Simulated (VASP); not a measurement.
Band structure of MgAl (space group R-3m). These are PBEsol GGA, VASP's PBE PAW potentials (set 64) (plane waves; VASP) values and carry that method's errors.

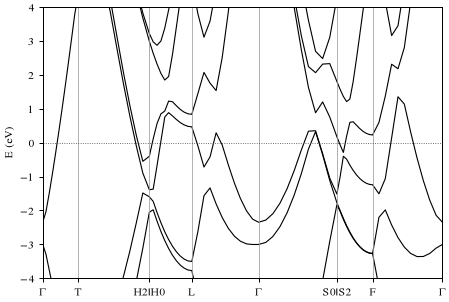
Figure: Bands along high-symmetry lines, zero at the valence-band maximum or, without a gap, the Fermi level

Problem. Read the plot: is there a gap, and where are the band edges?

Solution. It has no gap at this level: it comes out as a metal or semimetal. (Edges off the drawn lines would not show.)

The structure comes from a computed database's MgAl entry (R-3m); how it stands against other phases isn't given here. It was relaxed first. The electron count is odd and the run is not spin-polarised, which forces a metal.
